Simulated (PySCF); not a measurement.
## Electronic structure of C₂H₉AlS (SMILES C[S+](C)[AlH3-]) in real space

```csv
atom,x (Å),y (Å),z (Å)
C,-0.4101,1.6088,-0.2329
S,-0.3152,-0.0940,-0.8204
C,-1.3924,-0.9320,0.3603
Al,1.9050,-0.7473,0.0400
H,-1.4306,1.9935,-0.3656
H,-0.1002,1.6671,0.8205
H,0.2848,2.1937,-0.8503
H,-2.4266,-0.5825,0.2341
H,-1.3360,-2.0048,0.1309
H,-1.0400,-0.7593,1.3872
H,1.8352,-2.3150,-0.2840
H,2.8067,0.2123,-0.8735
H,1.6412,-0.2916,1.5619
```

Geometry: PBE0-D3(BJ)/def2-SVP.

The calculation used PySCF, PBE0/pcSseg-1, SCF density, gas phase, non-relativistic.

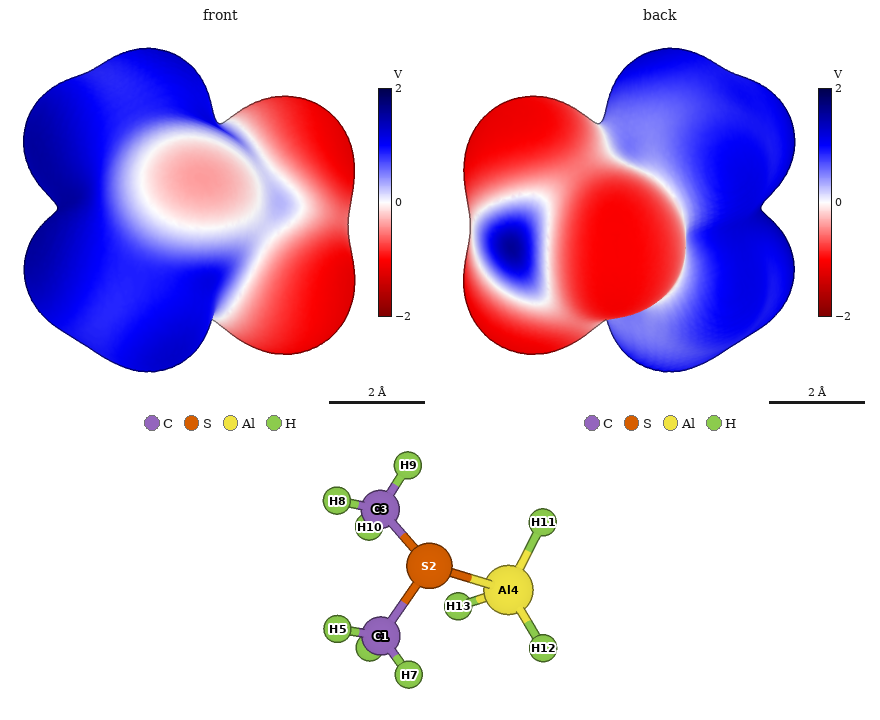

Figure 1. The electrostatic potential painted on the density surface at 0.002 e/bohr³, seen from the front and from behind; the colour scale runs from red (negative) to blue (positive). The bare structure is drawn below in the same view.

Describe the electrostatic potential map.

Answer. The most negative region (about −1.1 V) lies over H11 and H12, the most positive (about +1.5 V) over the Al, C, H and S atoms.

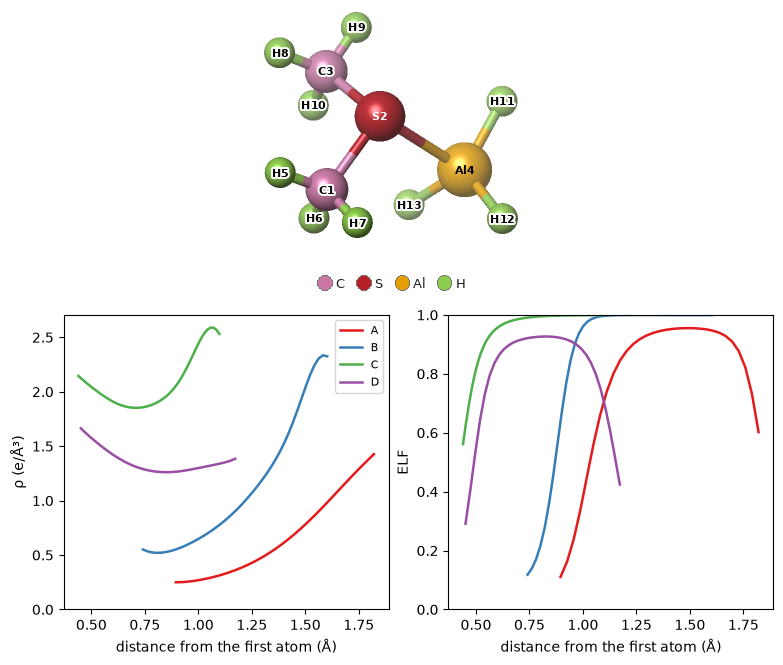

Figure 2. Electron density and electron localisation function along straight lines between neighbouring atoms. The curves leave out the atomic cores. The structure is drawn too.

Which curve belongs to which contact (Al–H, Al–S, C–H and C–S)? The first atom named is at distance zero.

Answer. Curve A: Al–S (2.47 Å): the density is about 0.41 e/Å³ at the midpoint; the ELF peaks at about 0.95 between the atoms (a polar covalent bond). Curve B: Al–H (1.60 Å): ρ is about 0.52 e/Å³ halfway; the ELF climbs to about 1 towards the hydrogen. Curve C: C–H (1.10 Å): the density is about 2 e/Å³ at the midpoint; the ELF climbs to about 1 towards the hydrogen: an ordinary covalent bond to hydrogen. Curve D: C–S (1.80 Å): ρ at the midpoint is about 1.3 e/Å³; the ELF peaks at about 0.95 between the atoms, as expected for a covalent bond.
